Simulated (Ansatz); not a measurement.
Cl₃GeH

Input file:

```
crystal:
  periodic: [false, false, false]
  atoms:
    - { symbol: Ge, position_ang: [0.079515, 0.0, 0.218998] }
    - { symbol: H, position_ang: [0.225023, 0.0, 1.73916] }
    - { symbol: Cl, position_ang: [2.256106, 0.0, 0.096255] }
    - { symbol: Cl, position_ang: [-0.780422, 1.726931, -0.673307] }
    - { symbol: Cl, position_ang: [-0.780422, -1.726931, -0.673307] }
basis:
  gaussian: { orbitals: def2-SVP }
hamiltonian:
  xc: pbe0
  dispersion: d4
relax:
  f_tol: 0.03
  max_steps: 50
output:
  orbitals: {}
```

Command:

```sh
ansatz run input.yaml --threads 2 --pin off --max-ram 3072MiB --backend cpu --events-out ev --progress --plain --runs-dir out
```

The fields are those of the run's last geometry, not of the input's.

Theory: RKS PBE0-D4/def2-SVP (Ansatz).

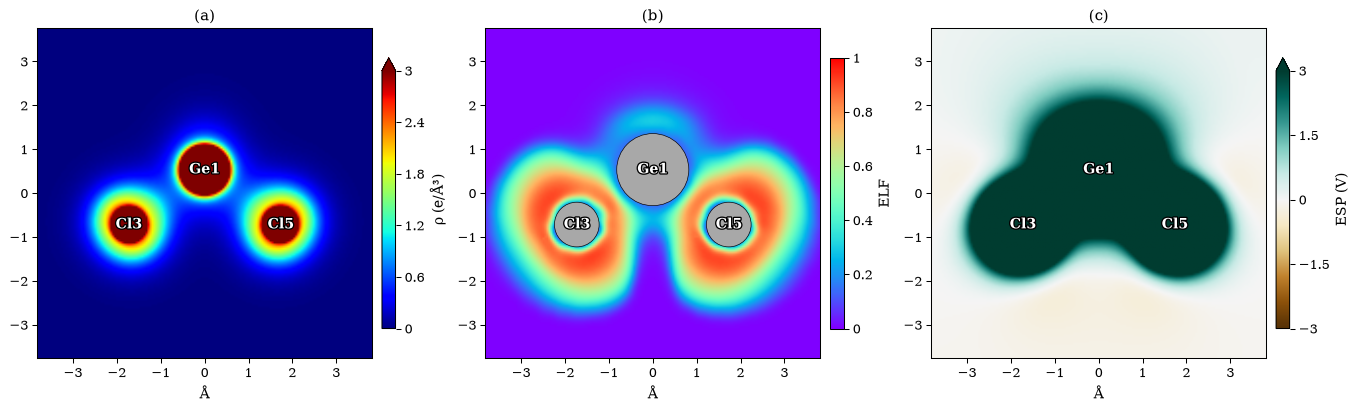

Figure 1. (a) electron density; (b) ELF; (c) electrostatic potential on the plane of atoms Cl3, Ge1 and Cl5. Grey discs cover the atomic cores in the ELF map.

**What does the map show?**

- The plane passes through Ge and Cl nuclei.
- Ge–Cl (2.14 Å): ρ at the midpoint is about 0.76 e/Å³; the ELF peaks at about 0.85 in the valence shell of Cl, 0.9 Å from its nucleus, and is about 0.65 at the midpoint.
- The ELF also peaks beside Cl5 and Cl3, away from the bonds: lone-pair regions.
- Outside the dense part of the molecule the potential is most negative (−0.3 V) near Cl3 and Cl5.

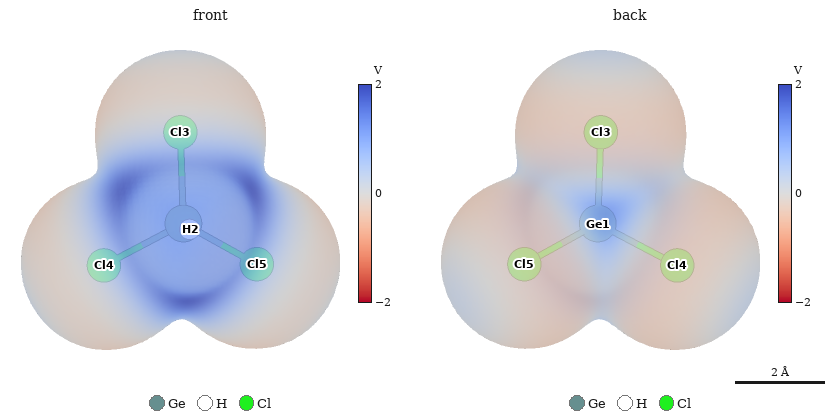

Figure 2. The electrostatic potential painted on the density surface at 0.002 e/bohr³, seen from the front and from behind; the colour scale runs from red (negative) to blue (positive).

**Which sites attract a positive test charge, and which a negative one?**

A positive charge is drawn to the negative regions and a negative charge to the positive ones. The most negative region (about −0.3 V) lies over Cl3, Cl4 and Cl5, the most positive (about +1.8 V) over Ge1. Cl3 shows a σ-hole: about +0.2 V at the tip opposite its bond, against about −0.2 V on its flanks. Cl4 shows a σ-hole: about +0.2 V at the tip opposite its bond, against about −0.2 V on its flanks. Cl5 shows a σ-hole: about +0.2 V at the tip opposite its bond, against about −0.2 V on its flanks.

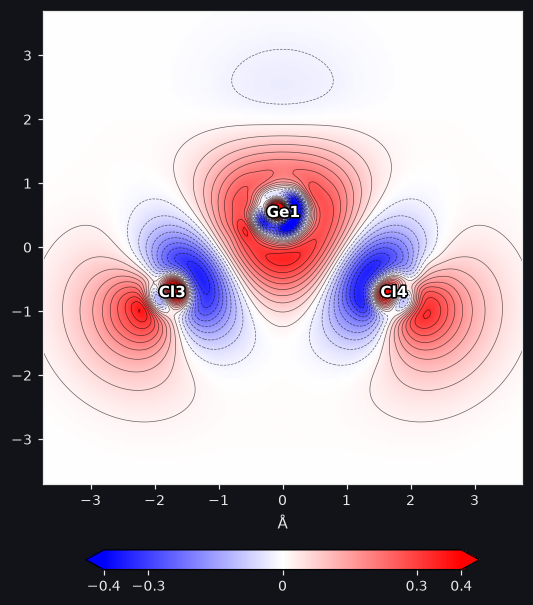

Figure 3. The LUMO on the plane of atoms Cl3, Ge1 and Cl4 (values in Å⁻³ᐟ²; the overall sign is arbitrary).

**Describe this orbital and give its energy.**

By Hirshfeld shares it lies mainly on Ge1 (about 35 %), Cl3 (about 20 %), Cl4 (about 20 %), Cl5 (about 20 %) and H2 (about 10 %). Its energy is −1.24 eV.
